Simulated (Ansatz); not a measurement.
System: zinc-blende BeSe. Method: BLYP in Ansatz (plane waves, PAW).

Settings: plane-wave cutoff 520 eV, 12×12×12 k mesh, Fermi–Dirac smearing 0.01 eV, scalar-relativistic PAW data made under PBE.

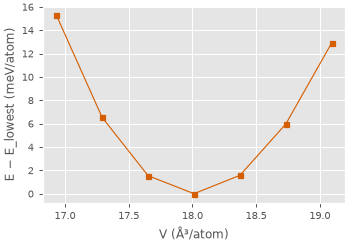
Figure. Total energy against volume

Q: From the curve, estimate the equilibrium volume and the bulk modulus.

A: V0 ≈ 18.0 Å³/atom and B0 ≈ 69 GPa; the fit gives V0 = 18.005 Å³/atom, B0 = 69.3 GPa, B′ = 3.9.

Measured, for comparison: bulk modulus 92.2 GPa (temperature not stated, no zero-point or thermal correction; as tabulated in Inakpenu et al., APS March Meeting 2017, C27.9); equilibrium volume per atom 16.96 Å³/atom (temperature not stated, no zero-point or thermal correction; as tabulated in Bernardini et al. (2000), arXiv:cond-mat/0007180). Computed (rounded) less measured: bulk modulus -25 %, equilibrium volume per atom +6.1 %.

It cost roughly 50 core-seconds of CPU time.

Ansatz is a first-principles code.
